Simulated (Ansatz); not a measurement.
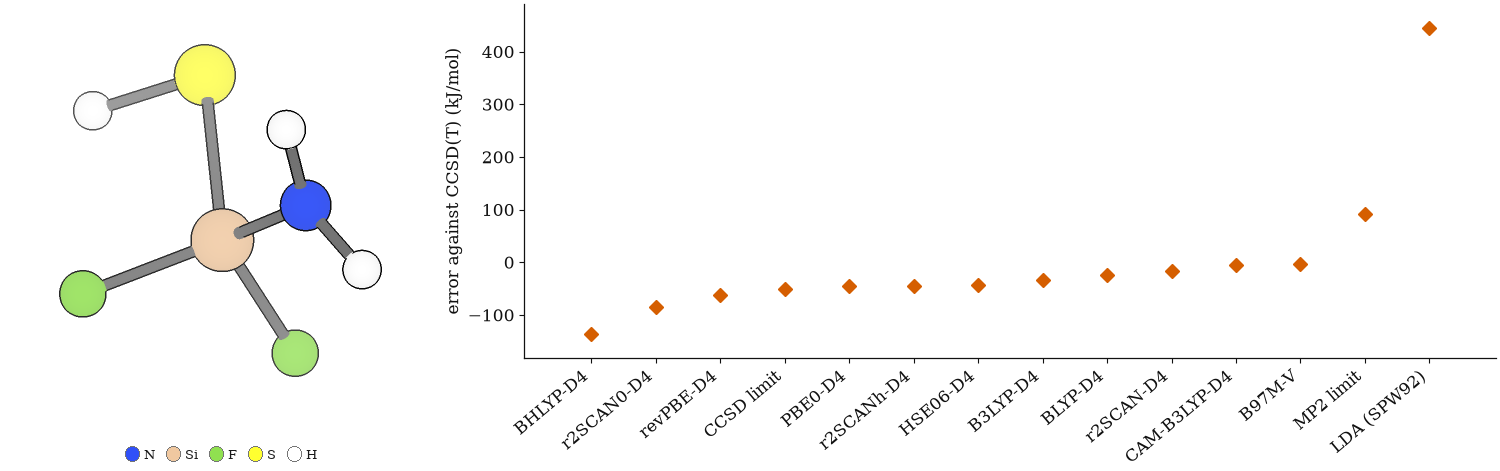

Error in the electronic atomisation energy (method less reference, so positive means overbinding) of SiNH₃SF₂, SMILES N[Si](F)(F)S: functionals in def2-TZVPP against frozen-core CCSD(T) at the limit (MP2 extrapolated from triple and quadruple zeta, plus CCSD(T) less MP2 in a smaller set), which gives 3070.5 kJ/mol, at a PBE0-D4/def2-TZVP geometry (a minimum by its frequencies), no zero-point or spin-orbit term, the Ansatz code 0.2.0. The reference leaves out core correlation, a term that grows with the number of heavy atoms. Limit means the basis limit.

Question: Which of these levels overbind, and which underbind?

Answer: Overbind: MP2 limit and LDA (SPW92). Underbind: BHLYP-D4, r2SCAN0-D4, revPBE-D4, CCSD limit, PBE0-D4, r2SCANh-D4, HSE06-D4 and B3LYP-D4. Within 25 kJ/mol of zero, too close to call in view of what the reference leaves out: BLYP-D4, r2SCAN-D4, CAM-B3LYP-D4 and B97M-V.

Question: Give the values.

Answer:
```csv
level,kJ/mol
BHLYP-D4,−135.7
r2SCAN0-D4,−84.4
revPBE-D4,−62.4
CCSD limit,−50.2
PBE0-D4,−45.9
r2SCANh-D4,−44.2
HSE06-D4,−44.0
B3LYP-D4,−32.9
BLYP-D4,−23.7
r2SCAN-D4,−16.4
CAM-B3LYP-D4,−5.1
B97M-V,−2.7
MP2 limit,91.3
LDA (SPW92),444.4
```
